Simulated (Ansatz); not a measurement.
Calculation: PBE (plane waves to 420 eV, PAW; Ansatz, a program for electronic structure).

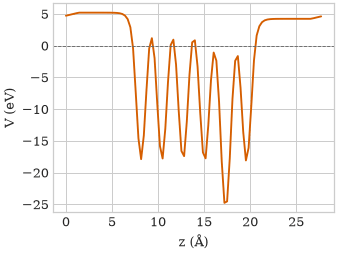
*Electrostatic potential energy of an electron, averaged over planes parallel to the surface, in eV from the Fermi level, for a constructed model of the (111) surface of fcc Pd, a layer of Nb in place of the second plane (bottom of the slab: a bare face, its two planes held)*

Slab: 6 atoms, 11.7 Å thick at the start; k 15x15x1, smearing 0.1 eV, dipole-corrected; 2 atoms held, the rest relaxed; symmetry of the start imposed; no spin, no spin-orbit, no U. In PBE it is, or lies within 0.01 eV a 1x1 cell of, the lowest of the 2 structures of its composition computed so far; larger cells were not tried.

The vacuum level lies 4.24 eV above the Fermi level over the top face and 5.22 eV above it under the bottom face.
